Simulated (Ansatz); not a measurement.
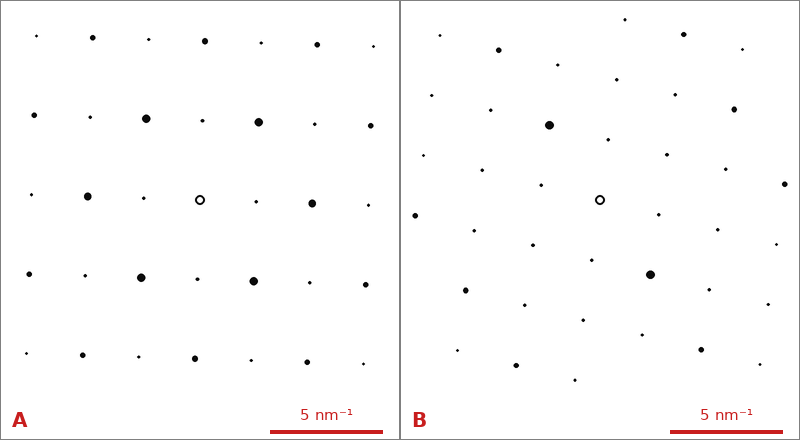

Kinematic electron diffraction patterns (300 kV, B = 0.5 Å², same scale, each along a low-index zone) of two structures of composition Si3Ge, each relaxed at zero pressure with DFT r2SCAN, scalar-relativistic, plane waves, PAW (Ansatz 0.2.0).

The structures (standard cells):
1. Cmmm (No. 65), a = 4.919 Å, b = 5.487 Å, c = 9.594 Å, 16 atoms; generated start, possibly hypothetical
2. Pm-3m (No. 221), a = 3.957 Å, 4 atoms; generated start, possibly hypothetical

> Which pattern belongs to which structure, and along which zone?

A is structure 2 along [110] or an equivalent direction: rectangular net of 0 0 1 (weak) at d = 3.96 Å and 1 -1 0 (weak) at d = 2.80 Å, 90.0° apart. B is structure 1 along [001]: centred rectangular net of 1 -1 0 (weak) at d = 3.66 Å and 1 1 0 (weak) at d = 3.66 Å, 83.8° apart.

> Rank the structures by their computed energy.

Structure 1 (Cmmm, 16.19 Å³ an atom) is the lowest of these; structure 2 (Pm-3m, 15.49 Å³ an atom) lies about 350 meV an atom higher. These are static energies at 0 K; other structures, not shown, may lie lower still.
